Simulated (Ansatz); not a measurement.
The figure comes from a scan of ZnO (wurtzite): a phonon pattern at M = (0.5, 0.0, 0.0) is frozen into a 8-atom cell, Q being the largest atomic displacement. The numbers are results of PBE (plane waves to 420 eV, PAW, scalar-relativistic; Ansatz, an electronic-structure program), not measurements. k mesh 6×12×6 (Γ-centred), Fermi-Dirac smearing 0.05 eV. ZnO was relaxed with its symmetry unable to fall. 

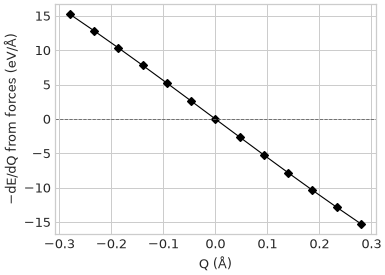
Figure: −dE/dQ from forces (eV/Å) against Q (Å); one marker a computed point.

**Question.** Turn the plot into a table (rounded to what can be read).

**Answer.** To the nearest 0.5:

| Q (Å) | −dE/dQ from forces (eV/Å) |
|---|---|
| -0.280 | 15.5 |
| -0.233 | 13.0 |
| -0.187 | 10.5 |
| -0.140 | 8.0 |
| -0.093 | 5.0 |
| -0.047 | 2.5 |
| 0.000 | 0.0 |
| 0.047 | -2.5 |
| 0.093 | -5.0 |
| 0.140 | -8.0 |
| 0.187 | -10.5 |
| 0.233 | -13.0 |
| 0.280 | -15.5 |

(For displaced atoms, the force is minus the slope of the energy, and its curvature is a force constant, which sets phonon frequencies.)
